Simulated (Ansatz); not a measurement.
Consider Cu3N (space group Pm-3m, No. 221; a = 3.765 Å).

Now apply this change: a fraction x = 0.5 of the N sites is given to Sb, ordered in a cell of 8 atoms (starting symmetry Fm-3m) and fully relaxed.

All numbers come from Ansatz (a first-principles code) PBEsol, scalar-relativistic without spin-orbit coupling.

The zone is the changed cell's own and can be folded.

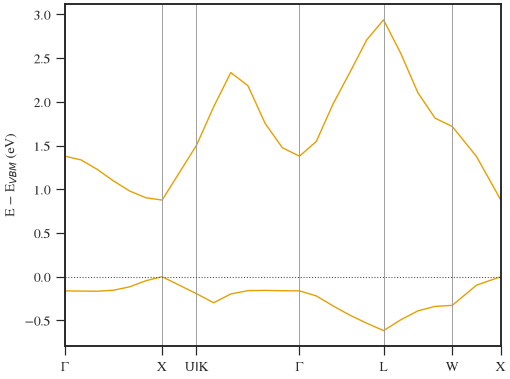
Figure: Highest valence and lowest conduction band along the path of the changed cell's own zone

Question: From the figure, how large is the changed gap, and is it direct?

Answer: About 0.88 eV, direct at X.

These are small ordered cells, not random alloys; other orderings at the same x differ. With Sb present, leaving out spin-orbit coupling can change the band edges. Stability against distortions was not tested. All final runs are without spin polarisation. Labels are those of the standard path for the cell's own space group.
